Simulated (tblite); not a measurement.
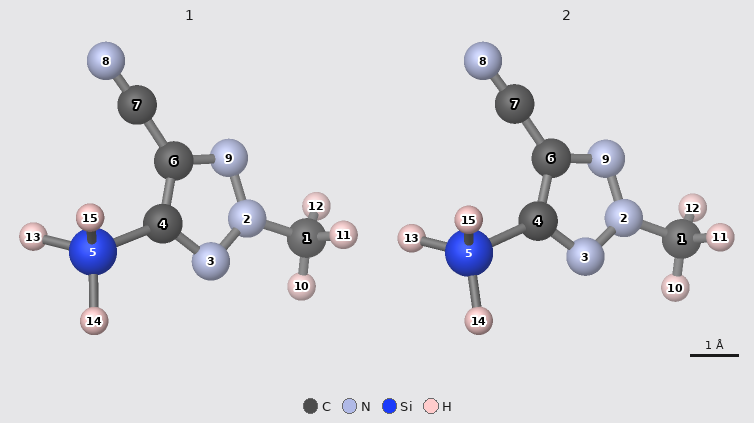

Two geometries of C$_{4}$H$_{6}$N$_{4}$Si, drawn at one scale. One is the start of a relaxation, the other its converged end. The picture is a ball-and-stick view, seen at a tilt.

Method: GFN2-xTB geometry optimisation, gas phase in tblite 0.8.0. 

Which one is relaxed?

Answer. Structure 2 is the relaxed one. The atom that moves furthest after the best rigid fit is H14 (0.18 Å). Largest moves by element: H 0.18 Å, N 0.11 Å, C 0.07 Å, Si 0.03 Å. Some distances before and after: N2–N3 1.348 → 1.313 Å, N3–C4 1.358 → 1.326 Å, N2–N9 1.335 → 1.305 Å, C6–C7 1.431 → 1.401 Å. Among the angles between lasting bonds that change: N2–N3–C4 100.5° → 106.0°, C4–Si5–H14 112.7° → 107.3°, Si5–C4–C6 125.1° → 129.9°. The energy falls by 27.6 kJ/mol in 46 geometry steps.
